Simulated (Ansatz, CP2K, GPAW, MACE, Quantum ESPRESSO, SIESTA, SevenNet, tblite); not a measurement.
# Random rock-salt alloy of CaS and PbS (64 atoms) in CP2K

Aim: run random rock-salt alloy of CaS and PbS (64 atoms) in CP2K and see how near its forces come to a plane-wave reference, and at what cost.

Calculated with CP2K 2026.2; the method is named at each step.

## Step 1: Set-up

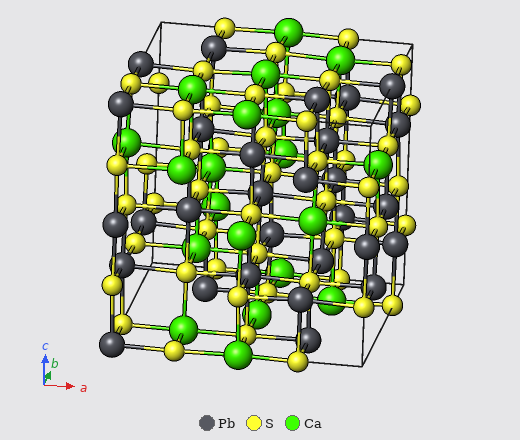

The starting structure, seen slightly off an axis (lead dark grey, sulfur yellow, calcium green). Bonds to atoms that aren't drawn are left out. Some periodic images of atoms are drawn too.

The cell holds 64 atoms: 20 Pb, 32 S and 12 Ca. Its edges and angles: a = 11.688 Å, b = 11.688 Å, c = 11.688 Å, α = 90.0°, β = 90.0°, γ = 90.0°. It derives from CaS (rock-salt), repeated 2×2×2. Rock-salt CaS, 2 x 2 x 2 conventional cells, 20 of 32 Ca sites given to Pb at random (x = 0.625), lattice by Vegard's rule (a = 5.844 Å); not relaxed, displaced by a Gaussian of 0.02 Å. Then every atom was moved at random, 0.05 Å r.m.s. a Cartesian component.

The yardstick, on the same geometry:

| Property | Result |
| --- | --- |
| method | Kohn-Sham DFT, PBE, PAW, plane waves (Ansatz 0.2.0); cutoff 420 eV, Γ point, fermi-dirac smearing of 0.05 eV; PAW set soft_2 |
| r.m.s. force component | 0.3323 eV/Å |
| longest force | 1.218 eV/Å |
| pressure | 3.284 GPa |
| gap (highest filled to lowest empty level) | 1.066 eV |
| SCF cycles | 9 |
| time | 10 s on 8 threads of Arm Neoverse V2, shared host |
| CPU time | 70 s |

## Step 2: PBE, DZVP-UZH, 600/50 Ry, diagonalisation

Method: Kohn-Sham DFT, PBE, GTH-PBE pseudopotentials, Gaussian and plane waves, DZVP-MOLOPT (UZH set), diagonalisation.

input.inp

```
&GLOBAL
  PROJECT cell
  RUN_TYPE ENERGY_FORCE
  PRINT_LEVEL LOW
&END GLOBAL
&FORCE_EVAL
  METHOD QS
  STRESS_TENSOR ANALYTICAL
  &DFT
    BASIS_SET_FILE_NAME BASIS_MOLOPT_UZH
    POTENTIAL_FILE_NAME POTENTIAL_UZH
    &MGRID
      CUTOFF 600
      REL_CUTOFF 50
      NGRIDS 5
    &END MGRID
    &QS
      EPS_DEFAULT 1.0E-12
    &END QS
    &SCF
      SCF_GUESS ATOMIC
      EPS_SCF 1.0E-06
      MAX_SCF 200
      ADDED_MOS 35
      &DIAGONALIZATION
        ALGORITHM STANDARD
      &END DIAGONALIZATION
      &SMEAR ON
        METHOD FERMI_DIRAC
        ELECTRONIC_TEMPERATURE [K] 580
      &END SMEAR
      &MIXING
        METHOD BROYDEN_MIXING
        ALPHA 0.15
        NBROYDEN 8
      &END MIXING
      &PRINT
        &RESTART OFF
        &END RESTART
      &END PRINT
    &END SCF
    &XC
      &XC_FUNCTIONAL PBE
      &END XC_FUNCTIONAL
    &END XC
    &PRINT
      &MULLIKEN ON
      &END MULLIKEN
      &LOWDIN ON
      &END LOWDIN
      &MO ON
        EIGENVALUES T
        OCCUPATION_NUMBERS T
        MO_INDEX_RANGE 185 208
        &EACH
          QS_SCF 0
        &END EACH
        ADD_LAST NUMERIC
      &END MO
    &END PRINT
  &END DFT
  &SUBSYS
    &CELL
      A 11.68760 0.00000 0.00000
      B 0.00000 11.68760 0.00000
      C 0.00000 0.00000 11.68760
    &END CELL
    &COORD
      Pb 0.05891 0.04336 11.67895
      S 2.95556 0.02571 11.65137
      Pb 11.65289 2.84172 2.89011
      S 2.94387 2.90858 2.79345
      Ca 2.86428 11.61362 3.01563
      S 11.66481 0.01578 2.87912
      Ca 2.90706 2.94294 11.66107
      S 0.05294 2.92108 11.68550
      Pb 0.01543 0.04850 5.81026
      S 2.88485 11.61736 5.86460
      Ca 11.65289 2.85142 8.83816
      S 2.90671 2.93815 8.74069
      Ca 2.98583 0.06358 8.74361
      S 11.68690 11.66481 8.72900
      Pb 2.94563 2.94037 5.82861
      S 0.02466 2.93733 5.80102
      Pb 0.02770 5.82849 11.64716
      S 2.93172 5.83141 11.57739
      Pb 11.67428 8.74910 2.96456
      S 2.91161 8.71404 2.87877
      Ca 2.90974 5.85525 2.95860
      S 0.06884 5.86858 2.93359
      Pb 2.93464 8.80345 11.66680
      S 11.64459 8.77891 11.67346
      Pb 11.62460 5.89113 5.76654
      S 2.92178 5.78641 5.82159
      Pb 11.59585 8.75004 8.77412
      S 2.85785 8.84997 8.86353
      Pb 2.96386 5.73405 8.79118
      S 11.62238 5.80535 8.74957
      Ca 3.01727 8.84366 5.85373
      S 0.03740 8.70609 5.81844
      Ca 5.92713 0.01905 0.03004
      S 8.70831 11.64810 11.67731
      Pb 5.83328 2.85493 2.92938
      S 8.66998 2.93078 2.82653
      Pb 8.71813 0.03892 2.97543
      S 5.81259 0.04710 2.84874
      Pb 8.68821 3.01049 11.67404
      S 5.80804 2.95626 11.67206
      Ca 5.88097 11.67895 5.83655
      S 8.75273 11.61958 5.78980
      Pb 5.81049 2.88532 8.78580
      S 8.82554 2.93452 8.73671
      Pb 8.75915 0.02045 8.81432
      S 5.84240 11.62601 8.81327
      Ca 8.71334 2.96409 5.79845
      S 5.84590 2.92424 5.88436
      Ca 5.82066 5.90715 11.66411
      S 8.79784 5.91685 11.63699
      Pb 5.92199 8.76617 2.91477
      S 8.83127 8.76664 2.99074
      Pb 8.70925 5.87232 2.86393
      S 5.74960 5.82148 2.97625
      Ca 8.83173 8.72701 11.64926
      S 5.79483 8.89707 0.01216
[... 4 atom lines left out ...]
      Pb 8.77108 5.84953 8.72269
      S 5.93391 5.90165 8.63351
      Pb 8.72994 8.82671 5.79506
      S 5.79273 8.78615 5.90352
    &END COORD
    &KIND Pb
      BASIS_SET DZVP-MOLOPT-PBE-GTH-q4
      POTENTIAL GTH-PBE-q4
    &END KIND
    &KIND S
      BASIS_SET DZVP-MOLOPT-PBE-GTH-q6
      POTENTIAL GTH-PBE-q6
    &END KIND
    &KIND Ca
      BASIS_SET DZVP-MOLOPT-PBE-GTH-q10
      POTENTIAL GTH-PBE-q10
    &END KIND
  &END SUBSYS
  &PRINT
    &FORCES ON
    &END FORCES
    &STRESS_TENSOR ON
    &END STRESS_TENSOR
  &END PRINT
&END FORCE_EVAL
```

The run is started by

```sh
$ OMP_NUM_THREADS=1 mpirun -np 4 cp2k.psmp -i input.inp > output.txt
```

Numbers of over 12 decimals in the logs are rounded to 6 here.

The log of the run:

```text
CP2K| version string:                                       CP2K version 2026.2
 CP2K| Input file name                                                 input.inp
 GLOBAL| Basis set file name                                    BASIS_MOLOPT_UZH
 GLOBAL| Potential file name                                       POTENTIAL_UZH
 GLOBAL| Run type                                                   ENERGY_FORCE
 GLOBAL| Total number of message passing processes                             4
 GLOBAL| Number of threads for this process                                    1
 TOTAL NUMBERS AND MAXIMUM NUMBERS
  Total number of            - Atomic kinds:                                   3
                             - Atoms:                                         64
                             - Shell sets:                                    64
                             - Shells:                                       332
                             - Primitive Cartesian functions:                280
                             - Cartesian basis functions:                    908
                             - Spherical basis functions:                    844
  Maximum angular momentum of- Orbital basis functions:                        2
                             - Local part of the GTH pseudopotential:          2
                             - Non-local part of the GTH pseudopotential:      4
 SCF PARAMETERS         Density guess:                                    ATOMIC
                        max_scf:                                             200
                        eps_scf:                                        1.00E-06
                        added MOs                                        35    0
                        Mixing method:                            BROYDEN_MIXING
                                                charge density mixing in g-space
                        Smear method:                                FERMI_DIRAC
                        Electronic temperature [K]:                        580.0
                        Electronic temperature [a.u.]:                  1.84E-03
                        Accuracy threshold:                             1.00E-10
 Extrapolation method: initial_guess
 Number of electrons:                                                        392
 Number of occupied orbitals:                                                196
 Number of molecular orbitals:                                               231
 Number of orbital functions:                                                844
 Number of independent orbital functions:                                    844
 SCF WAVEFUNCTION OPTIMIZATION
  Step     Update method      Time    Convergence         Total energy    Change
     1 NoMix/Diag. 0.15E+00    2.0     0.96695691      -843.4264335425 -8.43E+02
     2 Broy./Diag. 0.15E+00    2.5     0.05835283      -823.0683813441  2.04E+01
     3 Broy./Diag. 0.15E+00    2.5     0.15478168      -832.8727091370 -9.80E+00
     4 Broy./Diag. 0.15E+00    2.5     0.01794320      -841.4965333452 -8.62E+00
     5 Broy./Diag. 0.15E+00    2.6     0.02265479      -840.7406944735  7.56E-01
     6 Broy./Diag. 0.15E+00    2.6     0.00355969      -841.2856591410 -5.45E-01
     7 Broy./Diag. 0.15E+00    2.6     0.00342776      -840.8505907845  4.35E-01
[...]
15 Broy./Diag. 0.15E+00    2.6     0.00000157      -840.7473651999  7.19E-05
    16 Broy./Diag. 0.15E+00    2.6     0.00000290      -840.7473062394  5.90E-05
    17 Broy./Diag. 0.15E+00    2.7     0.00000037      -840.7472823265  2.39E-05
  *** SCF run converged in    17 steps ***
  Electronic density on regular grids:       -391.9999999999        0.0000000001
  Core density on regular grids:              391.9999999993       -0.0000000007
  Total charge density on r-space grids:       -0.0000000007
  Total charge density g-space grids:          -0.0000000007
  Overlap energy of the core charge distribution:               3.8126e-10
  Self energy of the core charge distribution:              -1845.128392
  Core Hamiltonian energy:                                    420.044557
  Hartree energy:                                             739.356694
  Exchange-correlation energy:                               -155.020136
  Electronic entropic energy:                                  -5.43752e-06
  Fermi energy:                                                 0.202405
  Total energy:                                              -840.747282
  Total energy (extrapolated to T->0):                       -840.747280
 MO| EIGENVALUES AND OCCUPATION NUMBERS
 MO|
 MO|  Index      Eigenvalue [a.u.]        Eigenvalue [eV]             Occupation
 MO|    185               0.142489               3.877333               2.000000
 MO|    186               0.147230               4.006345               2.000000
 MO|    187               0.147360               4.009871               2.000000
 MO|    188               0.149407               4.065571               2.000000
 MO|    189               0.151459               4.121402               2.000000
 MO|    190               0.153037               4.164337               2.000000
[...]
MO|    206               0.258667               7.038685               0.000000
 MO|    207               0.261034               7.103088               0.000000
 MO|    208               0.262968               7.155718               0.000000
 MO| Sum:                                                             392.000000
 MO| E(Fermi):            0.202405 a.u.          5.507723 eV
 !-----------------------------------------------------------------------------!
                     Mulliken Population Analysis
 #  Atom  Element  Kind  Atomic population                           Net charge
       1     Pb       1          3.133783                              0.866217
       2     S        2          6.856291                             -0.856291
       3     Pb       1          3.133149                              0.866851
       4     S        2          6.878529                             -0.878529
       5     Ca       3          9.071594                              0.928406
       6     S        2          6.892327                             -0.892327
[...]
# Total charge                            392.000000                  0.000000
 !-----------------------------------------------------------------------------!
 LOWDIN POPULATION ANALYSIS
 #  Atom  Element  Kind  Atomic population                           Net charge
[...]
62     S        2          6.245183                             -0.245183
      63     Pb       1          3.891104                              0.108896
      64     S        2          6.309750                             -0.309750
 # Total charge                            392.000000                  0.000000
 ENERGY| Total FORCE_EVAL ( QS ) energy [hartree]           -840.747285
 FORCES| Atomic forces [hartree/bohr]
 FORCES|   Atom     x               y               z               |f|
 FORCES|      1 -2.87227502E-03 -6.02134825E-03 -1.38029833E-03   6.81262226E-03
 FORCES|      2  4.84992137E-03  9.63365506E-03  2.70149172E-03   1.11187726E-02
 FORCES|      3  3.16842611E-03  6.73344894E-03  3.31626334E-03   8.14713821E-03
 FORCES|      4 -4.75759063E-03 -7.64279858E-04 -2.76488580E-03   5.55548250E-03
 FORCES|      5  2.66675732E-03  4.70273153E-03 -1.04950850E-02   1.18056803E-02
 FORCES|      6  5.30040467E-03 -2.93174513E-03  3.06544290E-03   6.78869349E-03
[...]
FORCES|     62 -8.85007438E-03  6.23742689E-03  2.20045382E-02   2.45240496E-02
 FORCES|     63  6.97448194E-03 -1.06235888E-02  7.45700913E-03   1.47346878E-02
 FORCES|     64 -1.88186046E-03  1.08093684E-02  3.37675252E-03   1.14798215E-02
 FORCES| Sum     3.35526079E-06 -3.05814019E-06  1.60595046E-06
 FORCES| Total atomic force                                       4.81550343E-06
 STRESS| Analytical stress tensor [bar]
 STRESS|                        x                   y                   z
 STRESS|      x        3.28011520667E+04  -9.76776593865E+01  -8.27147757567E+01
 STRESS|      y       -9.76776593865E+01   4.60741138574E+04   1.88949561242E+02
 STRESS|      z       -8.27147757567E+01   1.88949561242E+02   4.93530206264E+04
 STRESS| 1/3 Trace                                             4.27427621835E+04
```

It took 52 s on 4 MPI ranks of Arm Neoverse V2, shared host; peak memory 5.8 GiB; 3.5 min of CPU time.

Banners, paths, timers and routine set-up lines are dropped from the logs unmarked, and long logs keep their key lines alone; longer cuts are marked.

Numbers from this run, and their distance from the reference:

```yaml
r_m_s_force_component: 0.3584 eV/Å
r_m_s_difference_of_force_components: 30.06 meV/Å
longest_difference_of_force_vectors: 120.5 meV/Å
force_difference_over_r_m_s_force: 9.048 %
slope_of_forces_against_the_reference_s: 1.078
correlation_of_force_components: 0.9991
spacing_of_highest_filled_and_lowest_empty_level: 1.004 eV
gap_difference: -0.0618 eV
pressure: 4.274 GPa
pressure_difference: 0.9905 GPa
```

Length of the force difference by element (eV/Å):

```csv
element,atoms,mean,most
Ca,12,0.034,0.057
Pb,20,0.054,0.12
S,32,0.050,0.086
```

Levels nearest the highest filled one (eV from it): -1.14, -1.01, -1.01, -0.95, -0.89, -0.85, -0.71, -0.61, -0.47, -0.18, -0.08, 0.00, 1.00, 1.02, 1.15, 1.20, 1.73, 1.77, 1.81, 1.84, 1.92, 2.02, 2.09, 2.14.

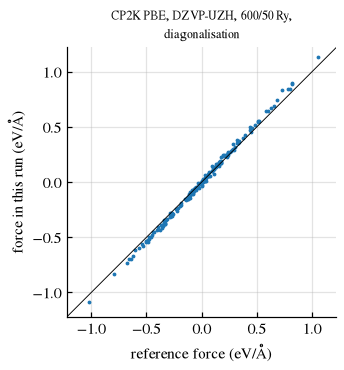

Force components against those of the reference; the line marks equality.

A closer look about S28, which bears the longest force: 9 atoms, nearest first, numbered in the order of the input, with positions taken from that point.

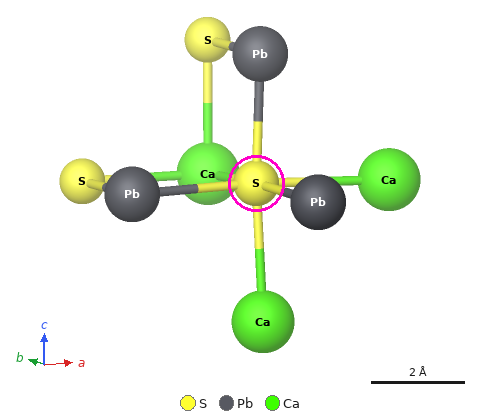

The atoms of the table, within 4.0 Å (arrows a, b, c point along x, y, z); some may hide others; the central atom is ringed.

```csv
atom,x,y,z,distance (Å),bonds,Mulliken charge (e),Fx,Fy,Fz (eV/Å)
S28,0.00,0.00,0.00,0.00,6,-0.83,0.69,0.12,-1.09
Pb23,0.08,-0.05,2.80,2.80,6,0.81,-0.30,0.06,0.03
Ca13,0.13,2.90,-0.12,2.91,6,0.91,-0.34,-0.47,0.24
Pb27,-2.95,-0.10,-0.09,2.95,6,0.84,0.50,-0.08,0.01
Ca31,0.16,-0.01,-3.01,3.01,6,0.90,-0.70,-0.60,0.13
Ca59,3.09,-0.05,-0.07,3.10,6,0.90,-0.58,-0.08,0.01
Pb29,0.11,-3.12,-0.07,3.12,6,0.83,-0.30,0.84,-0.43
S2,0.10,2.86,2.79,4.00,6,-0.86,0.25,0.50,0.14
S14,-2.86,2.81,-0.13,4.01,6,-0.86,0.27,0.55,0.03
```

Forces lie 9.0 % from the reference's, at 2.9 times its CPU time (on 4 against 8 cores).

## Step 3: PBE, SZV-MOLOPT-SR, 600/50 Ry, diagonalisation

Method: Kohn-Sham DFT, PBE, GTH-PBE pseudopotentials, Gaussian and plane waves, SZV-MOLOPT-SR-GTH, diagonalisation.

input.inp, as its differences from that of step 2:

```diff
@@ -9,4 +9,4 @@
   &DFT
-    BASIS_SET_FILE_NAME BASIS_MOLOPT_UZH
-    POTENTIAL_FILE_NAME POTENTIAL_UZH
+    BASIS_SET_FILE_NAME BASIS_MOLOPT
+    POTENTIAL_FILE_NAME GTH_POTENTIALS
     &MGRID
@@ -23,3 +23,3 @@
       MAX_SCF 200
-      ADDED_MOS 35
+      ADDED_MOS 32
       &DIAGONALIZATION
@@ -71,3 +71,3 @@
     &KIND Pb
-      BASIS_SET DZVP-MOLOPT-PBE-GTH-q4
+      BASIS_SET SZV-MOLOPT-SR-GTH-q4
       POTENTIAL GTH-PBE-q4
@@ -75,3 +75,3 @@
     &KIND S
-      BASIS_SET DZVP-MOLOPT-PBE-GTH-q6
+      BASIS_SET SZV-MOLOPT-SR-GTH-q6
       POTENTIAL GTH-PBE-q6
@@ -79,3 +79,3 @@
     &KIND Ca
-      BASIS_SET DZVP-MOLOPT-PBE-GTH-q10
+      BASIS_SET SZV-MOLOPT-SR-GTH-q10
       POTENTIAL GTH-PBE-q10
```

The run is started by

```sh
$ OMP_NUM_THREADS=1 cp2k.psmp -i input.inp > output.txt
```

The log of the run:

```text
CP2K| version string:                                       CP2K version 2026.2
 CP2K| Input file name                                                 input.inp
 GLOBAL| Basis set file name                                        BASIS_MOLOPT
 GLOBAL| Potential file name                                      GTH_POTENTIALS
[... lines left out ...]
 Number of electrons:                                                        392
[... lines left out ...]
  Step     Update method      Time    Convergence         Total energy    Change
[... lines left out ...]
  *** SCF run converged in    21 steps ***
[... lines left out ...]
  Fermi energy:                                                 0.301021
  Total energy:                                              -833.152591
  Total energy (extrapolated to T->0):                       -833.150723
[... lines left out ...]
 MO| E(Fermi):            0.301021 a.u.          8.191188 eV
[... lines left out ...]
 ENERGY| Total FORCE_EVAL ( QS ) energy [hartree]           -833.152608
[... lines left out ...]
 FORCES|      1 -4.29816880E-03 -8.63539212E-03  6.23305461E-03   1.14845645E-02
 FORCES|      2 -1.08281456E-02 -8.61520775E-03  4.42489633E-03   1.45275686E-02
 FORCES|      3  6.55911836E-03  1.29174628E-03  2.34123987E-03   7.08322287E-03
[...]
FORCES|     63  4.74386738E-03 -7.86234287E-03  6.36467903E-03   1.11727281E-02
 FORCES|     64  1.60062470E-02 -8.49773398E-03 -1.28185093E-02   2.21974234E-02
 FORCES| Sum     2.55977098E-06 -1.02727838E-05 -1.07125825E-05
 FORCES| Total atomic force                                       1.50612728E-05
 STRESS| Analytical stress tensor [bar]
 STRESS|                        x                   y                   z
 STRESS|      x        6.90804884511E+03  -4.63720944805E+02   3.53434206716E+03
 STRESS|      y       -4.63720944805E+02   2.87246663427E+04   1.50473003596E+03
 STRESS|      z        3.53434206716E+03   1.50473003596E+03   3.05893412145E+04
 STRESS| 1/3 Trace                                             2.20740188008E+04
```

Wall time 2.8 min (1 thread); peak memory 3.8 GiB.

Against the reference:

```
r.m.s. force component                  : 0.4348 eV/Å
r.m.s. difference of force components   : 551.6 meV/Å
longest difference of force vectors     : 1620 meV/Å
force difference over r.m.s. force      : 166 %
slope of forces against the reference's : -0.0221
correlation of force components         : -0.01686
pressure                                : 2.207 GPa
pressure difference                     : -1.076 GPa
```

This is a coarse setting, run to see what it loses.

Against the first run (9.0 %), the force difference from the reference is 166 %, at 0.82 times the CPU time (on 1 against 4 cores), with 268 basis functions against 844; this set comes with other potentials too, so the change isn't the basis's alone.

The difference per atom is largest on S (1.3 eV/Å on average, against 0.32 on Pb).

[end of part 1 of 3]

[Also dropped from logs without a mark: logging warnings of Python, and SIESTA's first energy breakdown and zero terms.]

[Logs are printed without paths, hosts, clocks, repeated set-up lines and the standing remarks that a program may print on its own settings, such as how far it seeks lower states.]

[Hosts, paths, dates, database ids (printed as entryN), source tags and the programs' standing remarks are cut or masked in the printed files.]
